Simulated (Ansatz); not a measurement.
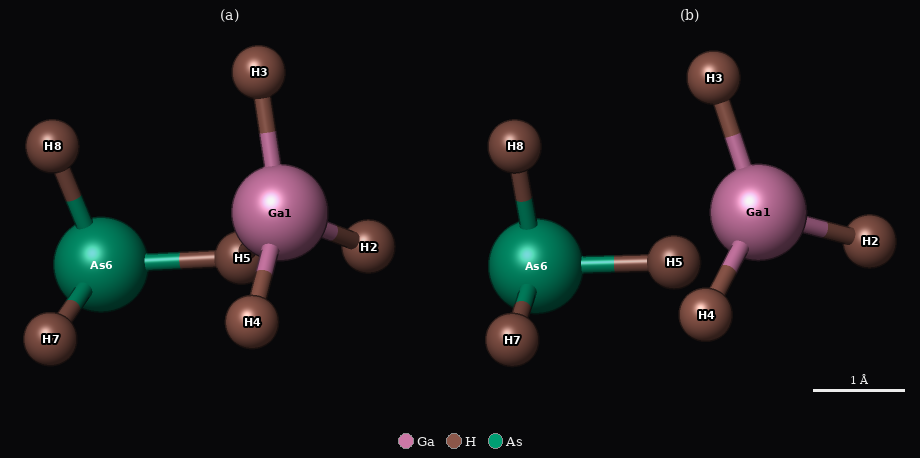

The structure of GaAsH$_{6}$ (started from a transition state, displaced along its imaginary mode) before (left) and after (right) a relaxation, at one scale.

A ball-and-stick model, seen at a tilt.

The calculation used Ansatz, RKS PBE0-D4/def2-TZVP. Settings: force threshold 0.005 eV/Å; at most 200 steps.

Question: Summarise the run.

Answer: H2 moves most after the best rigid fit: 0.53 Å. By element the largest moves are H 0.53 Å, As 0.29 Å, Ga 0.21 Å. Some distances before and after: Ga1–As6 2.952 → 3.364 Å, Ga1–H5 1.855 → 2.262 Å, H5–As6 1.594 → 1.538 Å, As6–H7 1.530 → 1.519 Å. Among the angles between lasting bonds that change: H3–Ga1–H4 132.4° → 120.4°, H5–As6–H8 101.6° → 93.1°, H5–As6–H7 101.1° → 93.0°. Over 6 accepted moves (8 points after the start) the energy falls by 0.427 eV. The largest force component goes from 0.66 to 0.0043 eV/Å. The line search rejected the trial steps at points 3, 7 of the run.
